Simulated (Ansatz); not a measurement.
Run report: CH7AlN (charge +1), geometry relaxation (part 1 of 2)

The run: geometry relaxation of CH7AlN, charge +1. Method and program: RKS PBE0-D4/def2-TZVP (Ansatz 0.2.0).

Figures and captions count atoms from 1; the log counts them from 0 in places.

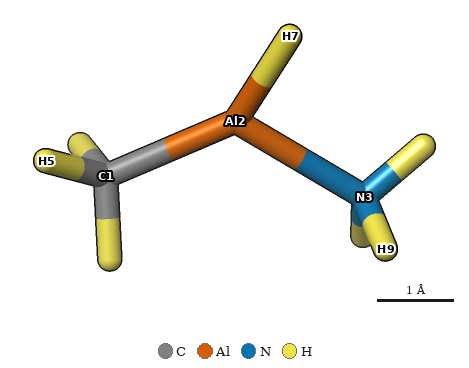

Figure 1. The input geometry (stick view, seen at a tilt; atoms are numbered from 1 in the order of the input). Sticks mark near contacts. Bond lengths as drawn: Al–C 1.95 Å, Al–H 1.52 Å, Al–N 2.03 Å, C–H 1.10 Å and H–N 1.03 Å.

Summary:

- outcome: converged
- total energy: −9227.5260 eV
- mean-field energy: −9227.4319 eV
- dispersion energy: −0.0942 eV
- SCF solution under orbital rotations: stable
- largest force (length of the vector) at the end: 0.001 eV/Å
- hardware: 2 CPU threads, shared host
- wall time: 51 s (CPU time 95 s)
- peak memory: 0.29 GiB

Input file:
```yaml
crystal:
  periodic: [false, false, false]
  atoms:
    - {symbol: C, position_ang: [-1.361360, 0.772970, -0.859080]}
    - {symbol: Al, position_ang: [0.348010, -0.151010, -0.700770]}
    - {symbol: N, position_ang: [1.032810, -0.620670, 1.154470]}
    - {symbol: H, position_ang: [-2.198700, 0.077520, -1.004890]}
    - {symbol: H, position_ang: [-1.370900, 1.464550, -1.711530]}
    - {symbol: H, position_ang: [-1.581980, 1.358290, 0.044290]}
    - {symbol: H, position_ang: [1.548810, -0.731500, -1.439260]}
    - {symbol: H, position_ang: [1.646560, -1.446680, 1.089190]}
    - {symbol: H, position_ang: [1.616180, 0.117050, 1.567210]}
    - {symbol: H, position_ang: [0.320570, -0.840510, 1.860370]}
basis:
  gaussian: {orbitals: def2-TZVP}
total_charge: 1
hamiltonian: {xc: pbe0, dispersion: d4}
relax: {f_tol: 0.005, max_steps: 200}
```

Launched with:
```bash
ansatz run in.yaml --threads 2 --pin off --events-out ev --progress --plain --max-ram 4352MiB
```

Output:
```
Functional definition: PBE0
  name "PBE0"
  cite "Adamo & Barone, J. Chem. Phys. 110, 6158 (1999) doi:10.1063/1.478522"
  cite "Perdew, Burke & Ernzerhof, Phys. Rev. Lett. 77, 3865 (1996) doi:10.1103/PhysRevLett.77.3865"
  parent pbe
  parameter a = 0.25
  parameter kappa = 0.804
  parameter beta = 0.06672455060314922
  exchange = (1 - a)*pbe_x(kappa = kappa, mu = beta*pi^2/3) + a*exact_x
  correlation = pbe_c(beta = beta)
922 factors; their error is unknown
mean field evaluation 1: about -9209.3514 eV, gradient 9.5e1 eV
mean field evaluation 2: about -9199.3125 eV, gradient 1.1e2 eV
mean field evaluation 4: about -9227.3238 eV, gradient 2.1e0 eV
mean field evaluation 8: about -9227.3338 eV, gradient 1.9e-2 eV
mean field evaluation 16: about -9227.3381 eV, gradient 7.1e-5 eV
mean field -9227.33808017 eV, -339.0984199317 hartree, gradient 7.1e-5 eV, S^2 0.000000; 0 other end points of the search recorded, 0 dependent functions left out
the calculation of the forces begins
reference -9227.33811081 eV, -339.0984210580 hartree; 16, 16 occupied and 125, 125 virtual orbitals, 922 factors
relax step   1: F+E_penalty+E_count = -9227.42987079 eV  Δ(F+E_penalty+E_count) = +0.000e0 eV  max|allowed force component| = 6.073e-1 eV/Å  Δτ_max = 0.0000 Å  (25 SCF iters, accepted)
these checks for a lower state are left out or cut short: starts, cluster_reference, orbital_swaps, neighbouring_geometries, increment
922 factors; their error is unknown
mean field -9227.41378584 eV, -339.1012020637 hartree, gradient 8.0e-6 eV, S^2 0.000000; 0 other end points of the search recorded, 0 dependent functions left out
[... from here on the field's lines of each further geometry are left out, up to the last ...]
relax step   2: F+E_penalty+E_count = -9227.50692664 eV  Δ(F+E_penalty+E_count) = -7.706e-2 eV  max|allowed force component| = 2.109e-1 eV/Å  Δτ_max = 0.1941 Å  (27 SCF iters, accepted)
relax step   3: F+E_penalty+E_count = -9227.51825040 eV  Δ(F+E_penalty+E_count) = -1.132e-2 eV  max|allowed force component| = 8.514e-2 eV/Å  Δτ_max = 0.0584 Å  (27 SCF iters, accepted)
relax step   4: F+E_penalty+E_count = -9227.52098677 eV  Δ(F+E_penalty+E_count) = -2.736e-3 eV  max|allowed force component| = 2.699e-2 eV/Å  Δτ_max = 0.0437 Å  (27 SCF iters, accepted)
relax step   5: F+E_penalty+E_count = -9227.52103308 eV  Δ(F+E_penalty+E_count) = -4.631e-5 eV  max|allowed force component| = 5.759e-2 eV/Å  Δτ_max = 0.0468 Å  (27 SCF iters, accepted)
relax step   6: F+E_penalty+E_count = -9227.52181311 eV  Δ(F+E_penalty+E_count) = -7.800e-4 eV  max|allowed force component| = 3.488e-2 eV/Å  Δτ_max = 0.0238 Å  (27 SCF iters, accepted)
relax step   7: F+E_penalty+E_count = -9227.52220611 eV  Δ(F+E_penalty+E_count) = -3.930e-4 eV  max|allowed force component| = 1.106e-1 eV/Å  Δτ_max = 0.0683 Å  (27 SCF iters, accepted)
relax step   8: F+E_penalty+E_count = -9227.52278877 eV  Δ(F+E_penalty+E_count) = -5.827e-4 eV  max|allowed force component| = 6.709e-2 eV/Å  Δτ_max = 0.0143 Å  (29 SCF iters, accepted)
relax step   9: F+E_penalty+E_count = -9227.52356749 eV  Δ(F+E_penalty+E_count) = -7.787e-4 eV  max|allowed force component| = 1.208e-2 eV/Å  Δτ_max = 0.0351 Å  (27 SCF iters, accepted)
relax step  10: F+E_penalty+E_count = -9227.52427827 eV  Δ(F+E_penalty+E_count) = -7.108e-4 eV  max|allowed force component| = 4.716e-2 eV/Å  Δτ_max = 0.0719 Å  (27 SCF iters, accepted)
relax step  11: F+E_penalty+E_count = -9227.52434444 eV  Δ(F+E_penalty+E_count) = -6.617e-5 eV  max|allowed force component| = 9.083e-2 eV/Å  Δτ_max = 0.0615 Å  (27 SCF iters, accepted)
relax step  12: F+E_penalty+E_count = -9227.52486147 eV  Δ(F+E_penalty+E_count) = -5.170e-4 eV  max|allowed force component| = 4.868e-2 eV/Å  Δτ_max = 0.0059 Å  (29 SCF iters, accepted)
relax step  13: F+E_penalty+E_count = -9227.52514520 eV  Δ(F+E_penalty+E_count) = -2.837e-4 eV  max|allowed force component| = 9.059e-3 eV/Å  Δτ_max = 0.0181 Å  (28 SCF iters, accepted)
relax step  14: F+E_penalty+E_count = -9227.52536523 eV  Δ(F+E_penalty+E_count) = -2.200e-4 eV  max|allowed force component| = 1.482e-2 eV/Å  Δτ_max = 0.0339 Å  (27 SCF iters, accepted)
relax step  15: F+E_penalty+E_count = -9227.51966737 eV  Δ(F+E_penalty+E_count) = +5.698e-3 eV  max|allowed force component| = 3.762e-1 eV/Å  Δτ_max = 0.1512 Å  (26 SCF iters, rejected (line search))
relax step  16: F+E_penalty+E_count = -9227.52552827 eV  Δ(F+E_penalty+E_count) = -1.630e-4 eV  max|allowed force component| = 1.201e-2 eV/Å  Δτ_max = 0.0268 Å  (27 SCF iters, accepted)
relax step  17: F+E_penalty+E_count = -9227.52559701 eV  Δ(F+E_penalty+E_count) = -6.874e-5 eV  max|allowed force component| = 3.997e-2 eV/Å  Δτ_max = 0.0507 Å  (27 SCF iters, accepted)
relax step  18: F+E_penalty+E_count = -9227.52570973 eV  Δ(F+E_penalty+E_count) = -1.127e-4 eV  max|allowed force component| = 1.397e-2 eV/Å  Δτ_max = 0.0079 Å  (28 SCF iters, accepted)
relax step  19: F+E_penalty+E_count = -9227.52577053 eV  Δ(F+E_penalty+E_count) = -6.080e-5 eV  max|allowed force component| = 1.565e-3 eV/Å  Δτ_max = 0.0111 Å  (28 SCF iters, accepted)
relax step  20: F+E_penalty+E_count = -9227.52583127 eV  Δ(F+E_penalty+E_count) = -6.074e-5 eV  max|allowed force component| = 1.701e-2 eV/Å  Δτ_max = 0.0330 Å  (27 SCF iters, accepted)
relax step  21: F+E_penalty+E_count = -9227.52585106 eV  Δ(F+E_penalty+E_count) = -1.979e-5 eV  max|allowed force component| = 3.066e-2 eV/Å  Δτ_max = 0.0245 Å  (27 SCF iters, accepted)
relax step  22: F+E_penalty+E_count = -9227.52590918 eV  Δ(F+E_penalty+E_count) = -5.812e-5 eV  max|allowed force component| = 1.919e-2 eV/Å  Δτ_max = 0.0072 Å  (28 SCF iters, accepted)
relax step  23: F+E_penalty+E_count = -9227.52594479 eV  Δ(F+E_penalty+E_count) = -3.560e-5 eV  max|allowed force component| = 3.151e-3 eV/Å  Δτ_max = 0.0082 Å  (28 SCF iters, accepted)
relax step  24: F+E_penalty+E_count = -9227.52596937 eV  Δ(F+E_penalty+E_count) = -2.458e-5 eV  max|allowed force component| = 5.897e-3 eV/Å  Δτ_max = 0.0184 Å  (27 SCF iters, accepted)
relax step  25: F+E_penalty+E_count = -9227.52597612 eV  Δ(F+E_penalty+E_count) = -6.755e-6 eV  max|allowed force component| = 1.887e-2 eV/Å  Δτ_max = 0.0227 Å  (27 SCF iters, accepted)
relax step  26: F+E_penalty+E_count = -9227.52598470 eV  Δ(F+E_penalty+E_count) = -8.579e-6 eV  max|allowed force component| = 6.807e-3 eV/Å  Δτ_max = 0.0041 Å  (29 SCF iters, accepted)
relax step  27: F+E_penalty+E_count = -9227.52598850 eV  Δ(F+E_penalty+E_count) = -3.801e-6 eV  max|allowed force component| = 1.305e-3 eV/Å  Δτ_max = 0.0035 Å  (29 SCF iters, accepted)
the calculation of the forces begins
reference -9227.43185189 eV, -339.1018659791 hartree; 16, 16 occupied and 125, 125 virtual orbitals, 922 factors
relax step  28: F+E_penalty+E_count = -9227.52599165 eV  Δ(F+E_penalty+E_count) = -3.142e-6 eV  max|allowed force component| = 1.114e-3 eV/Å  Δτ_max = 0.0075 Å  (28 SCF iters, accepted)
```

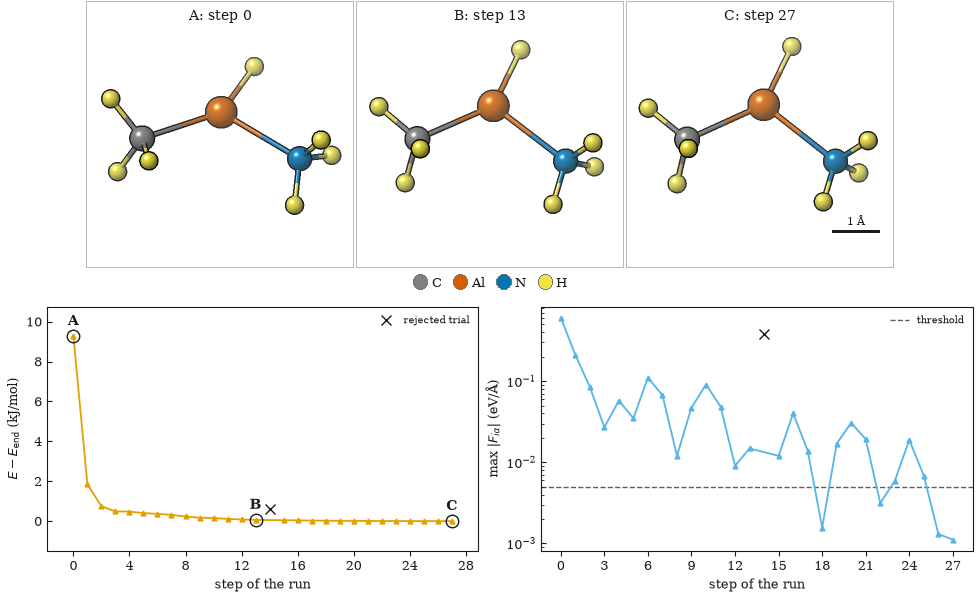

Figure 2. Frames of the relaxation (ball-and-stick view, seen at a tilt) above the curves, on which the letters mark them (the first geometry is step 0 here and step 1 in the log).

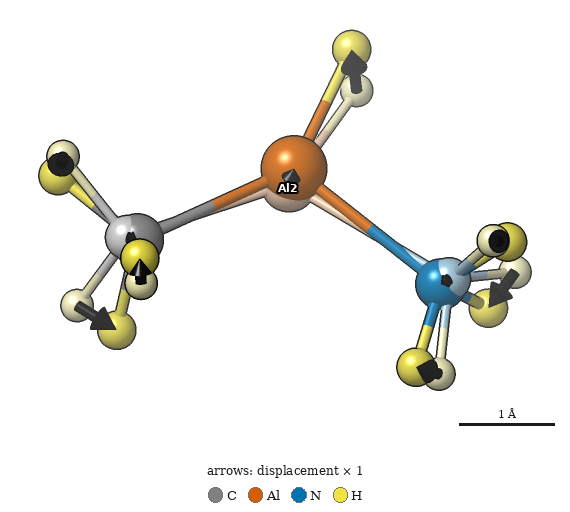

Figure 3. Start (faint) and end (solid) with the displacements as black arrows, at true length (ball-and-stick view, seen at a tilt). The two geometries are laid on each other by the best rigid fit. Over 27 geometry steps the energy falls by 9.27 kJ/mol. Largest force component: 0.61 eV/Å at the start, 0.0011 eV/Å at the end. The line search rejected the trial step at point 14 (counted from 0) and went back. The largest move after the best rigid fit is that of H7, 0.55 Å. By element the largest moves are H 0.55 Å, Al 0.21 Å, C 0.11 Å, N 0.11 Å. Distances before and after: Al2–H7 1.525 → 1.563 Å, C1–Al2 1.950 → 1.913 Å, Al2–N3 2.033 → 2.002 Å, N3–H10 1.027 → 1.020 Å. Among the angles that change: N3–Al2–H7 95.1° → 105.7°, C1–Al2–N3 118.6° → 111.6°, C1–Al2–H7 146.3° → 142.7°. (Atoms are counted from 1 in the order of the input.)

```
922 factors; their error is unknown
mean field -9227.43182146 eV, -339.1018648607 hartree, gradient 3.2e-5 eV, S^2 0.000000; 1 other end points of the search recorded, 0 dependent functions left out
the calculation of the forces begins
reference -9227.43185189 eV, -339.1018659791 hartree; 16, 16 occupied and 125, 125 virtual orbitals, 922 factors
Total energy: -9227.52602208 eV, -339.1053266696 hartree
Atom 0 at    -1.293140     0.705030    -0.799819 Å, force     0.000280    -0.001114     0.000177 eV/Å
Atom 1 at     0.481860    -0.003459    -0.718838 Å, force     0.000514     0.000843     0.000111 eV/Å
Atom 2 at     0.934486    -0.648200     1.121644 Å, force     0.000466     0.000220    -0.000228 eV/Å
Atom 3 at    -2.038975    -0.051255    -0.533443 Å, force    -0.000696    -0.000440     0.000200 eV/Å
Atom 4 at    -1.527465     1.062589    -1.805088 Å, force    -0.000105     0.000297    -0.000975 eV/Å
Atom 5 at    -1.422702     1.544574    -0.108877 Å, force     0.000173     0.000860     0.000492 eV/Å
Atom 6 at     1.752661    -0.274199    -1.587233 Å, force    -0.000163    -0.000092     0.000019 eV/Å
Atom 7 at     1.194673    -1.636112     1.127108 Å, force    -0.000139    -0.000188     0.000313 eV/Å
Atom 8 at     1.742862    -0.158522     1.509657 Å, force    -0.000391    -0.000275    -0.000185 eV/Å
Atom 9 at     0.175739    -0.540435     1.794890 Å, force     0.000060    -0.000111     0.000077 eV/Å
Dipole moment:     0.381511    -0.327379     0.704058 e Å
```

Trajectory as extended XYZ (Å, eV, eV/Å), 21 of the 28 frames kept, from step=1 to step=28:
```
10
Properties=species:S:1:pos:R:3:forces:R:3 step=1 energy=-9227.42987
C    -1.3614    0.7730   -0.8591    0.2247  -0.0508   0.2013
Al    0.3480   -0.1510   -0.7008   -0.5748   0.2964   0.4487
N     1.0328   -0.6207    1.1545   -0.1138  -0.1667   0.2589
H    -2.1987    0.0775   -1.0049    0.1652  -0.0100   0.0223
H    -1.3709    1.4646   -1.7115    0.1189  -0.1384   0.0849
H    -1.5820    1.3583    0.0443    0.0405  -0.0904  -0.1229
H     1.5488   -0.7315   -1.4393    0.3755  -0.1557  -0.6073
H     1.6466   -1.4467    1.0892   -0.2586   0.3514  -0.0135
H     1.6162    0.1171    1.5672   -0.1515  -0.1328  -0.1188
H     0.3206   -0.8405    1.8604    0.1738   0.0969  -0.1535
10
Properties=species:S:1:pos:R:3:forces:R:3 step=2 energy=-9227.50693
C    -1.3097    0.7467   -0.8124    0.1920  -0.0415   0.0748
Al    0.3894   -0.1613   -0.7321   -0.2109   0.1037   0.2103
N     0.9752   -0.5970    1.1576    0.1103  -0.1395  -0.1188
H    -2.1296    0.0323   -0.9490    0.0329   0.0148  -0.0111
H    -1.3281    1.4335   -1.6644   -0.0223  -0.0389   0.0205
H    -1.5195    1.3222    0.0960    0.0153  -0.0424  -0.0723
H     1.5472   -0.7062   -1.6317   -0.0165   0.0085   0.0059
H     1.5748   -1.4269    1.1264   -0.0616   0.0980   0.0922
H     1.5564    0.1414    1.5620   -0.0422  -0.0211  -0.0371
H     0.2440   -0.7847    1.8477    0.0031   0.0584  -0.1643
10
Properties=species:S:1:pos:R:3:forces:R:3 step=4 energy=-9227.52099
C    -1.2833    0.7378   -0.7877    0.0070   0.0053  -0.0085
Al    0.4086   -0.1522   -0.7347    0.0270  -0.0079  -0.0103
N     0.9707   -0.6008    1.1337   -0.0103  -0.0140   0.0082
H    -2.0941    0.0086   -0.8946   -0.0091  -0.0030   0.0040
H    -1.3376    1.4023   -1.6545   -0.0076  -0.0035   0.0037
H    -1.4878    1.3284    0.1087   -0.0044   0.0069   0.0026
H     1.5496   -0.6791   -1.6651   -0.0092   0.0065   0.0070
H     1.5500   -1.4408    1.1715   -0.0084   0.0045   0.0041
H     1.5365    0.1413    1.5502   -0.0005   0.0016   0.0021
H     0.1875   -0.7455    1.7725    0.0156   0.0036  -0.0129
10
Properties=species:S:1:pos:R:3:forces:R:3 step=5 energy=-9227.52103
C    -1.2795    0.7359   -0.7820    0.0038   0.0047  -0.0394
Al    0.4193   -0.1428   -0.7472    0.0265  -0.0186   0.0576
N     0.9620   -0.6035    1.1254    0.0002  -0.0061   0.0206
H    -2.0896    0.0011   -0.8486   -0.0045  -0.0090   0.0020
H    -1.3582    1.3757   -1.6644   -0.0206   0.0125  -0.0130
H    -1.4676    1.3512    0.1018    0.0181  -0.0022   0.0042
H     1.5788   -0.6605   -1.6601   -0.0271   0.0188  -0.0121
H     1.5312   -1.4499    1.1694   -0.0021   0.0049  -0.0013
H     1.5318    0.1320    1.5486    0.0029  -0.0054  -0.0058
H     0.1718   -0.7392    1.7570    0.0029   0.0003  -0.0128
```
